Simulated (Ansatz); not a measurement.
The relaxed structure here is a generated cell of SnO: the first start was made by placing the elements on the sites of a structure type, and the end was not matched to a known phase here, so it may be hypothetical. Known forms of SnO include space group No. 129.

The end point of a relaxation of SnO. Level of theory: r2SCAN (plane waves to 500 eV, PAW, scalar-relativistic; Ansatz, an electronic-structure program).

P6₃/mmc (No. 194), hP4; a = b = 4.126 Å, c = 5.192 Å, α = β = 90.00°, γ = 120.00°.

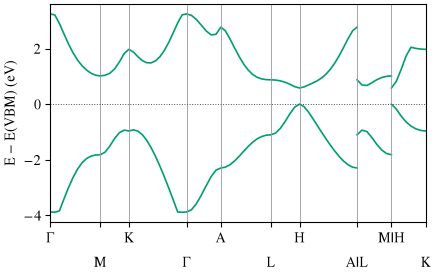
*Highest filled and lowest empty band along the path of this cell's Brillouin zone*

Read off the gap and say whether it is direct.

0.58 eV, direct at H (no spin-orbit coupling).

How far does the top valence band disperse along this path?

About 3.9 eV.

No spin polarisation in the result.

The run could not lower the symmetry of its start; a shaken copy of this end point relaxes with r2SCAN to P-1 (No. 2) at a tolerance of 0.01 Å, P2₁/m (No. 11) at 0.1 Å, 497 meV/atom lower.
